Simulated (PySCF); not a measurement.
# C5H4FN: the cost of one run

Computed with PySCF 2.14.0 and routines of our own; the level stands in each step. Atoms count from 0.

## Step 1: The starting structure

11 atoms, charge 0, multiplicity 1; geometry from: GFN2-xTB.

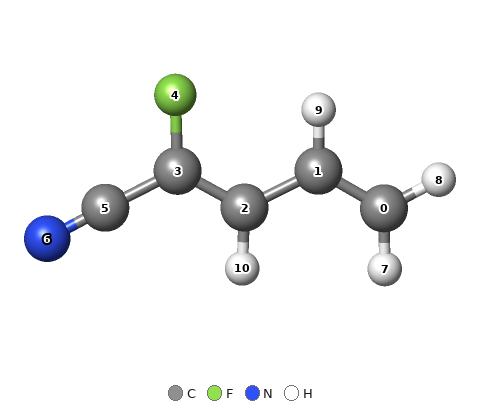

The starting geometry (carbon grey, fluorine green, nitrogen blue, hydrogen white).

## Step 2: Relaxing the molecule at PBE0-D3(BJ)/def2-SVP

What the job is given:

```
{"job": {"xc": "PBE0", "basis": "def2-SVP", "d3": "d3bj", "grid": 1, "kind": "geom"}, "charge": 0, "multiplicity": 1}
C     -1.641472     0.253785    -1.311389
C     -0.910544    -0.367090    -0.387408
C      0.240131     0.234412     0.231030
C      0.993452    -0.371466     1.165819
F      0.711039    -1.618644     1.597069
C      2.122051     0.231455     1.764597
N      3.035167     0.736865     2.239125
H     -1.402384     1.250345    -1.644356
H     -2.499056    -0.213317    -1.762329
H     -1.164138    -1.367523    -0.063827
H      0.521177     1.233849    -0.069363
```

On the command line:

```sh
OMP_NUM_THREADS=1 python excited_run.py task.json out
```

The driver reads the jobs from task.json and runs them one after another.

**Question.** How long does this first job take on 1 thread of Arm Neoverse N1, shared host, and how much memory does it need?

About 50 s, with a peak of 0.53 GiB.
